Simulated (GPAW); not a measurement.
# Two attempts at C3HO (SMILES [C]#CC=O)

Wanted: energy and one-electron properties of C3HO, ULDA (PW92)/plane waves (scalar-relativistic datasets, plane-wave cutoff 450 eV).

Program for the calculation: GPAW 26.7.0.

2 further runs of the same task are left out: 2 set aside as unsound or not needed.

## Step 1: The system as given

C3HO: 5 atoms, total charge 0, spin state doublet. As SMILES, `[C]#CC=O`. The coordinates come from a GFN2-xTB relaxation.

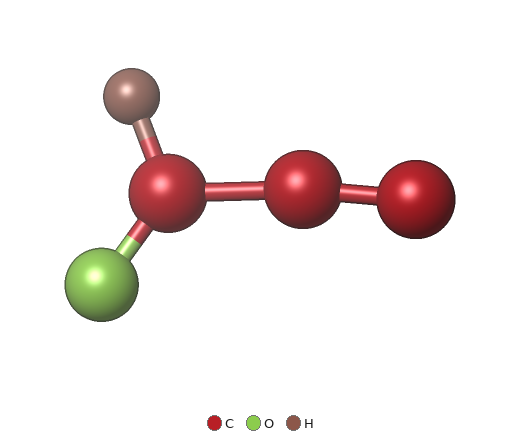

Viewed from a chosen angle; carbon red, oxygen green, hydrogen brown.

## Step 2: Try one

Input file run_sp.py:

```python
import numpy as np
from ase import Atoms
from ase.units import Debye
from gpaw import GPAW, PW

system = Atoms(['C', 'C', 'C', 'O', 'H'],
    positions=[[  1.155303,  -2.414635,   2.770924],
               [  0.577274,  -0.927156,   1.149029],
               [ -0.379986,   0.675218,  -0.811940],
               [ -2.343941,   0.459638,  -1.892939],
               [  0.991350,   2.206936,  -1.215075]])
system.center(vacuum=4.5)
system.set_initial_magnetic_moments([0.25, 0.25, 0.25, 0.25, 0.0])

calc = GPAW(mode={'name': 'pw', 'ecut': 450},
            xc='LDA',
            occupations={'name': 'fermi-dirac', 'width': 0.02, 'fixmagmom': True},
            maxiter=89,
            symmetry='off',
            txt='-')
system.calc = calc

energy = system.get_potential_energy()
print(f'Energy = {energy:.5f} eV')
forces = system.get_forces()
print('Forces (eV/Ang)')
for symbol, f in zip(system.symbols, forces):
    print(f'{symbol:2} {f[0]:9.4f} {f[1]:9.4f} {f[2]:9.4f}')
dipole = system.get_dipole_moment() / Debye
print(f'Dipole = {np.linalg.norm(dipole):.3f} D')
```

Launch:

```bash
$ OMP_NUM_THREADS=1 python run_sp.py
```

Log:

```text
[...]
  mode=PW(ecut=450),
[...]
Number of symmetries: 1
[...]
  Number of IBZ points: 1
[...]
Cutoff: 450.00000000000006 eV
Spin-components: 2 (collinear spins)
Bands:           16
[...]
  Valence electrons: 19.0
[...]
  Grid points: [63 70 70]
  Charge: 0.0  # |e|
[...]
    cutoffs:
[...]
occupation numbers:
  Fixed magnetic moment: 1.000
[...]
xc functional:
  name: None
[...]
|iter     |     time |      energy | eigst |  dens |  magmom |
[...]
|iter:   1| 00:00:12 |  -13.992422 | -0.94 |       |  +0.9983|
[...]
|iter:  27| 00:03:46 |  -11.461838c| -7.58c| -4.35c|  +1.0000|
Converged in 27 steps
[...]
Energy contributions relative to reference atoms: (reference = -5096.444640)
Energy contributions:
  Kinetic:         -15.396573
  Coulomb:           8.943526
  Zero:             -0.012525
  External:          0.000000
  Xc:               -4.996265
  Entropy:          -0.000001
  Spinorbit:         0.000000
  ----------------------------
  Free energy:     -11.461838
  Extrapolated:    -11.461838
dipole moment: (0.508110, -0.119092, 0.425906)  # |e|*Ang
Total magnetic moment: (0.000000, 0.000000, 1.000000)
Local magnetic moments
|        x |        y |         z |
|----------|----------|-----------|
| 0.000000 | 0.000000 |  0.352373 |  # C    0
| 0.000000 | 0.000000 |  0.307790 |  # C    1
| 0.000000 | 0.000000 |  0.332260 |  # C    2
| 0.000000 | 0.000000 | -0.900544 |  # O    3
| 0.000000 | 0.000000 | -0.149372 |  # H    4
Fermi levels: -6.243, -6.086
Eigenvalues  # (at kpt = [0.000, 0.000, 0.000])
| band index |      eig [eV] | occ [0-1] |      eig [eV] | occ [0-1] |
|------------|---------------|-----------|---------------|-----------|
|          0 |       -20.856 |     1.000 |       -23.221 |     1.000 |
|        ... |               |           |               |           |
|          2 |       -14.560 |     1.000 |       -13.407 |     1.000 |
|          3 |       -13.594 |     1.000 |       -12.232 |     1.000 |
|          4 |        -7.824 |     1.000 |        -8.940 |     1.000 |
|          5 |        -7.568 |     1.000 |        -8.533 |     1.000 |
|          6 |        -7.182 |     1.000 |        -8.413 |     1.000 |
|          7 |        -7.100 |     1.000 |        -7.402 |     1.000 |
|          8 |        -6.682 |     1.000 |        -6.477 |     1.000 |
|          9 |        -6.523 |     1.000 |        -5.693 |     0.000 |
|         10 |        -5.953 |     0.000 |        -5.644 |     0.000 |
|         11 |        -5.944 |     0.000 |        -4.783 |     0.000 |
[...]
Gap: 0.524 eV
Transition (v -> c):
[...]
Forces (eV/Ang)
C    -1.1007    2.6611   -2.9442
C     0.8764   -2.1347    2.3608
C    -1.5764    0.4063   -1.3511
O     3.1636    0.4392    1.6149
H    -1.2752   -1.3488    0.3114
Dipole = 3.236 D
```

It took 4 min on 1 thread of AMD EPYC (Zen 3), shared host; peak memory 0.9 GiB.

## Step 3: What went wrong

The program ended normally, but the settings are unsound, so its numbers aren't properties of the molecule.

What is wrong: numbers in bohr are read as ångström, which stretches the molecule by 1.89. As the program read them, the closest atoms are 2.10 Å apart, against 1.11 Å in the sound input.

## Step 4: The mended input

Input file molecule.sdf:

```

     RDKit          3D

  5  4  0  0  0  0  0  0  0  0999 V2000
    0.6114   -1.2778    1.4663 C   0  0  0  0  0  1  0  0  0  0  0  0
    0.3055   -0.4906    0.6080 C   0  0  0  0  0  2  0  0  0  0  0  0
   -0.2011    0.3573   -0.4297 C   0  0  0  0  0  3  0  0  0  0  0  0
   -1.2404    0.2432   -1.0017 O   0  0  0  0  0  1  0  0  0  0  0  0
    0.5246    1.1679   -0.6430 H   0  0  0  0  0  0  0  0  0  0  0  0
  2  1  1  0
  3  2  1  0
  4  3  1  0
  5  3  1  0
M  RAD  4   1   2   2   3   3   2   4   2
M  END
$$$$
```

Input file calc.py:

```python
import numpy as np
from ase.io import read
from ase.units import Debye
from gpaw import GPAW, PW

# Geometry
atoms = read('molecule.sdf')
atoms.center(vacuum=4.5)
atoms.set_initial_magnetic_moments([0.25, 0.25, 0.25, 0.25, 0.0])

# DFT calculator
calc = GPAW(mode=PW(450),
            xc='LDA',
            occupations={'name': 'fermi-dirac', 'width': 0.02, 'fixmagmom': True},
            maxiter=100,
            symmetry='off',
            txt='-')
atoms.calc = calc

energy = atoms.get_potential_energy()
print(f'Energy                  {energy:.5f} eV')
forces = atoms.get_forces()
print('Forces (eV/Ang)')
for symbol, f in zip(atoms.symbols, forces):
    print(f'{symbol:2} {f[0]:9.4f} {f[1]:9.4f} {f[2]:9.4f}')
dipole = atoms.get_dipole_moment() / Debye
print(f'Dipole: {np.linalg.norm(dipole):.3f} D')
```

Launch:

```bash
$ python3 -u calc.py | tee calc.out
```

Log:

```text
[...]
  mode=PW(ecut=450.00000000000006),
[...]
Number of symmetries: 1
[...]
  Number of IBZ points: 1
[...]
Cutoff: 450.00000000000006 eV
Spin-components: 2 (collinear spins)
Bands:           16
[...]
  Valence electrons: 19.0
[...]
  Grid points: [54 56 60]
  Charge: 0.0  # |e|
[...]
    cutoffs:
[...]
occupation numbers:
  Fixed magnetic moment: 1.000
[...]
xc functional:
  name: None
[...]
|iter     |     time |      energy | eigst |  dens |  magmom |
[...]
|iter:   1| 00:00:09 |  -35.630600 | +0.54 |       |  +0.9983|
[...]
|iter:  15| 00:01:04 |  -32.697232c| -7.58c| -4.45c|  +1.0000|
Converged in 15 steps
[...]
Energy contributions relative to reference atoms: (reference = -5096.444640)
Energy contributions:
  Kinetic:          34.398455
  Coulomb:         -34.719225
  Zero:             -0.009307
  External:          0.000000
  Xc:              -32.367155
  Entropy:          -0.000000
  Spinorbit:         0.000000
  ----------------------------
  Free energy:     -32.697232
  Extrapolated:    -32.697232
dipole moment: (0.234804, 0.305191, -0.105410)  # |e|*Ang
Total magnetic moment: (0.000000, 0.000000, 1.000000)
Local magnetic moments
|        x |        y |        z |
|----------|----------|----------|
| 0.000000 | 0.000000 | 0.280638 |  # C    0
| 0.000000 | 0.000000 | 0.035114 |  # C    1
| 0.000000 | 0.000000 | 0.006390 |  # C    2
| 0.000000 | 0.000000 | 0.107076 |  # O    3
| 0.000000 | 0.000000 | 0.023587 |  # H    4
Fermi levels: -5.218, -7.090
Eigenvalues  # (at kpt = [0.000, 0.000, 0.000])
| band index |      eig [eV] | occ [0-1] |      eig [eV] | occ [0-1] |
|------------|---------------|-----------|---------------|-----------|
|          0 |       -27.973 |     1.000 |       -27.787 |     1.000 |
|        ... |               |           |               |           |
|          2 |       -17.236 |     1.000 |       -16.936 |     1.000 |
|          3 |       -13.759 |     1.000 |       -13.544 |     1.000 |
|          4 |       -12.325 |     1.000 |       -12.170 |     1.000 |
|          5 |       -11.482 |     1.000 |       -11.409 |     1.000 |
|          6 |        -8.836 |     1.000 |        -7.800 |     1.000 |
|          7 |        -8.075 |     1.000 |        -7.500 |     1.000 |
|          8 |        -7.779 |     1.000 |        -7.447 |     1.000 |
|          9 |        -7.576 |     1.000 |        -6.734 |     0.000 |
|         10 |        -3.783 |     0.000 |        -3.522 |     0.000 |
|         11 |        -0.839 |     0.000 |        -0.498 |     0.000 |
[...]
Gap: 2.951 eV
Transition (v -> c):
[...]
Forces (eV/Ang)
C     0.6726   -1.3731    1.5890
C    -0.9516    1.3409   -1.7384
C     1.3330   -0.4356    1.2271
O    -1.1763   -0.0206   -0.7389
H     0.0836    0.4693   -0.3429
Dipole: 1.918 D
```

Wall time 70 s (1 thread of AMD EPYC (Zen 3), shared host); peak memory 0.54 GiB.

## Step 5: What came out

Level: ULDA (PW92)/plane waves (scalar-relativistic datasets, plane-wave cutoff 450 eV).

```
                                              quantity        value
energy as printed (from the program's reference atoms)  -32.6972 eV
                                         dipole moment       1.92 D
                   HOMO energy (from the vacuum level)     -7.73 eV
                   LUMO energy (from the vacuum level)     -7.01 eV
                              largest force on an atom   2.393 eV/Å
```

**Reading.** The first attempt's energy was +21.235 eV off this one. The largest force is 2.39 eV/Å: the shape isn't a stationary point for this species at this level.
